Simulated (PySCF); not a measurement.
NMR shielding calculation, with input and output: C4H11NO2Si2

The run: NMR shielding calculation of C4H11NO2Si2. Method and program: GIAO PBE0/pcSseg-1 NMR shielding, non-relativistic, gas phase (PySCF 2.14.0).

The geometry comes from this level: GFN2-xTB. It belongs to a series of runs on one base structure; here: H on C replaced by CHO. Figures and captions count atoms from 1; the log counts them from 0 in places.

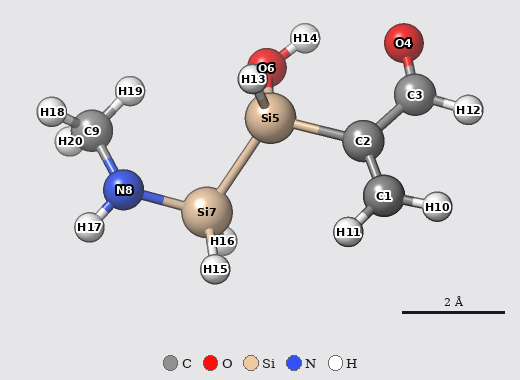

Fig. 1: The structure (ball-and-stick view, seen at a tilt; atoms are numbered from 1 in the order of the input).

Key numbers

| quantity | value |
| --- | --- |
| outcome | converged |
| total energy | −942.534395 hartree |
| HOMO | −6.58 eV |
| LUMO | −2.17 eV |
| dipole moment | 2.78 D |
| isotropic shielding, C | −19.9 to 151.6 ppm |
| isotropic shielding, O | −325.4 to 321.9 ppm |
| isotropic shielding, Si | 362.2 to 404.2 ppm |
| isotropic shielding, N | 263.3 ppm |
| isotropic shielding, H | 21.8 to 32.1 ppm |
| hardware | 1 CPU thread, shared host |
| wall time | 54 s |
| peak memory | 1 GiB |

Input
```
{"job": {"kind": "nmr", "xc": "PBE0", "basis": "pcSseg-1"}, "charge": 0, "multiplicity": 1}
C     -2.672946    -0.712416    -1.203348
C     -2.176792     0.176137    -0.341847
C     -3.111516     0.888541     0.522205
O     -2.806029     1.721155     1.345678
Si    -0.323679     0.601809    -0.170847
O     -0.069327     1.236332     1.303737
Si     0.992993    -1.275473    -0.311546
N      2.580422    -0.719545    -0.664496
C      3.278486     0.280369     0.109776
H     -3.733116    -0.914999    -1.278601
H     -2.033302    -1.270879    -1.865651
H     -4.177922     0.614565     0.381018
H     -0.153553     1.665859    -1.183418
H     -0.790438     1.729320     1.707511
H      0.701430    -2.126312    -1.474472
H      0.891995    -2.168920     0.866373
H      3.225597    -1.370411    -1.086975
H      3.967157     0.836447    -0.530681
H      2.552924     0.974413     0.527882
H      3.852468    -0.155312     0.934969
```

The first line tells a small driver script what to run in PySCF; the rest is the geometry in Å.

Run as:
```bash
OMP_NUM_THREADS=1 python <driver script> task.json out
```

Output
```
coarse grid: 17648 points
cycle   1  E = -942.2549988844  dE =  1.146e+00  |g| = 1.042e+00  |ddm| = 4.079e+00
cycle   2  E = -941.7221092941  dE =  5.329e-01  |g| = 1.935e+00  |ddm| = 3.185e+00
cycle   3  E = -942.4488915872  dE = -7.268e-01  |g| = 2.637e-01  |ddm| = 2.554e+00
cycle   4  E = -942.4622591129  dE = -1.337e-02  |g| = 1.133e-01  |ddm| = 3.283e-01
cycle   5  E = -942.4645452977  dE = -2.286e-03  |g| = 2.966e-02  |ddm| = 1.125e-01
cycle   6  E = -942.4647279315  dE = -1.826e-04  |g| = 7.936e-03  |ddm| = 3.355e-02
cycle   7  E = -942.4647411328  dE = -1.320e-05  |g| = 2.302e-03  |ddm| = 8.384e-03
cycle   8  E = -942.4647421136  dE = -9.808e-07  |g| = 9.302e-04  |ddm| = 2.321e-03
final grid: 161184 points
cycle   9  E = -942.5343568502  dE = -1.630e-05  |g| = 1.364e-02  |ddm| = 2.765e-02
cycle  10  E = -942.5342644136  dE =  9.244e-05  |g| = 2.549e-02  |ddm| = 3.319e-02
cycle  11  E = -942.5343931474  dE = -1.287e-04  |g| = 2.965e-03  |ddm| = 2.357e-02
cycle  12  E = -942.5343948796  dE = -1.732e-06  |g| = 4.319e-04  |ddm| = 2.701e-03
cycle  13  E = -942.5343949100  dE = -3.039e-08  |g| = 1.606e-04  |ddm| = 5.373e-04
cycle  14  E = -942.5343949152  dE = -5.177e-09  |g| = 2.903e-05  |ddm| = 1.542e-04
cycle  15  E = -942.5343949154  dE = -1.617e-10  |g| = 9.693e-06  |ddm| = 3.433e-05
```

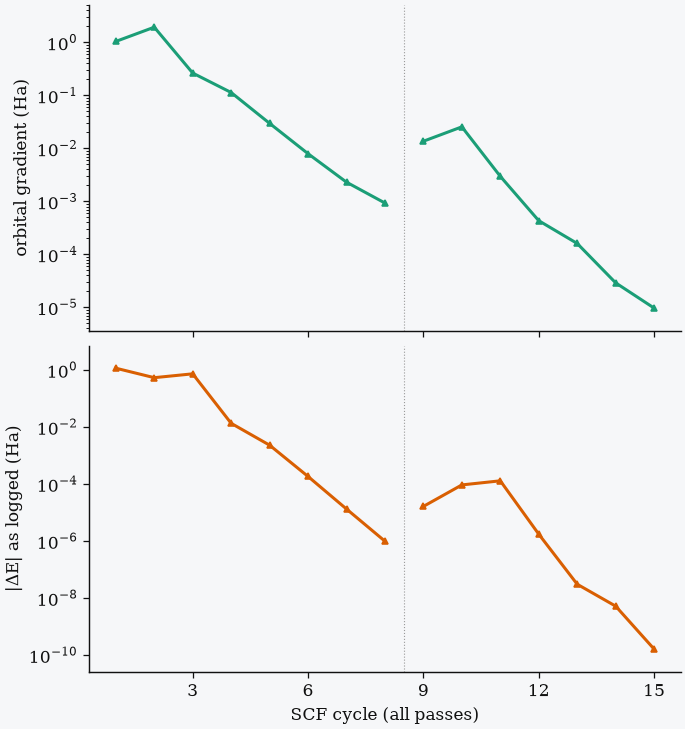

Fig. 2: Convergence of the self-consistent field: orbital gradient and size of the energy change against the SCF cycle. The dotted line marks the change from a coarse to the final integration grid. The first 8 cycles use a coarse grid, the final grid takes over at cycle 9, and the field converges after 15 cycles in all.

```
converged SCF energy = -942.5343949154

GIAO shielding tensors (ppm)
atom      isotropic    diamagn.    paramagn.     s11        s22        s33       span
  0 C       30.327     254.113    -223.787    -98.614     22.824    166.771    265.385
  1 C       31.059     267.223    -236.165    -73.454      5.237    161.392    234.846
  2 C      -19.938     242.149    -262.087    -98.568    -32.420     71.173    169.742
  3 O     -325.426     402.767    -728.193   -930.142   -387.624    341.489   1271.631
  4 Si     362.226     882.962    -520.736    292.676    348.709    445.293    152.617
  5 O      321.895     392.337     -70.442    270.668    316.454    378.563    107.894
  6 Si     404.157     882.373    -478.217    350.066    382.702    479.702    129.636
  7 N      263.307     321.346     -58.039    225.319    248.413    316.188     90.869
  8 C      151.592     244.336     -92.744    130.832    138.457    185.486     54.654
  9 H       24.964      29.653      -4.690     21.002     25.986     27.903      6.900
 10 H       24.833      33.101      -8.268     20.060     24.777     29.661      9.601
 11 H       21.827      26.014      -4.187     20.457     21.171     23.852      3.395
 12 H       25.526      31.168      -5.642     23.295     24.260     29.025      5.730
 13 H       27.856      32.949      -5.093     15.826     23.228     44.513     28.687
 14 H       26.915      32.118      -5.203     23.388     25.938     31.421      8.033
 15 H       26.571      31.279      -4.708     22.653     25.329     31.731      9.079
 16 H       32.124      30.825       1.299     21.395     31.188     43.789     22.394
 17 H       28.633      27.675       0.958     23.793     26.440     35.667     11.875
 18 H       28.797      30.314      -1.517     23.702     29.298     33.391      9.689
 19 H       28.688      27.922       0.766     24.024     26.308     35.732     11.707
```

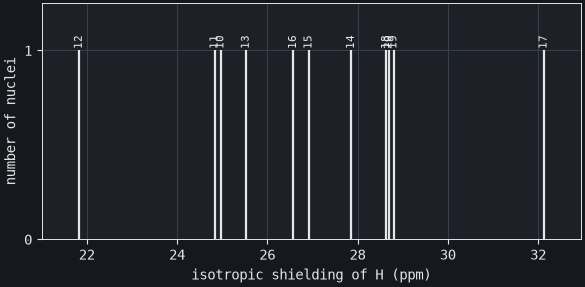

Fig. 3: Isotropic shieldings of the hydrogen nuclei in this fixed geometry, labelled by atom number; shielding grows to the right, so chemical shift grows to the left. The least shielded is H12 (21.8 ppm), the most shielded H17 (32.1 ppm).
